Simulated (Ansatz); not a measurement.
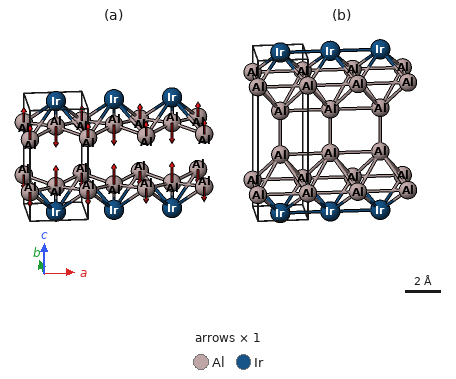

The structure of a crystal of Al4Ir (a generated structure, set up in P4/mmm) (coarse preliminary run) before (left) and after (right) a relaxation, at one scale. The red arrows give the displacements (the part carried along by the change of the cell is left out), at their true length.

A ball-and-stick model of the cell of the calculation, repeated 3 × 1 × 1 with one cell outlined, seen from a free direction.

The calculation used DFT PBE, scalar-relativistic, plane waves, PAW (Ansatz 0.2.0). Set-up: plane-wave cutoff 420 eV; k-point mesh 6 × 6 × 4; occupations gaussian; smearing width 0.1 eV; no spin polarisation; cell and atoms relaxed; force threshold 0.04 eV/Å; at most 70 steps.

Q: What changed between the two?

A: After 15 accepted moves (19 points after the start) the energy has fallen by 6214 meV per atom. The largest force component goes from 54 to 0.017 eV/Å. The pressure goes from 139.16 to 0.13 GPa. The line search rejected the trial steps at points 9, 16 of the run. The SCF was repeated twice at an unchanged geometry on a basis and grid sized afresh for the cell, which shifted the energy by 40.9 meV per atom at most. The largest moves relative to the cell, 1.30 Å, are those of Al atoms. Ir stays in place. The volume changes by +7.6 %, with a = b 3.376 → 2.907 Å (−13.9 %), c 6.704 → 9.731 Å (+45.2 %). Near-neighbour distances that change, for instance: Al–Ir 1.543 → 3.543 Å, Al–Al 3.618 → 2.645 Å, Al–Al 3.376 → 2.907 Å, Ir–Ir 3.376 → 2.907 Å. Bonds break: Al–Ir (1.54 → 3.54 Å). Bond angles that change, for instance: Al–Al–Al 169.7° → 93.3°, Al–Al–Al 89.5° → 61.9°. The space group stays P4/mmm (No. 123).
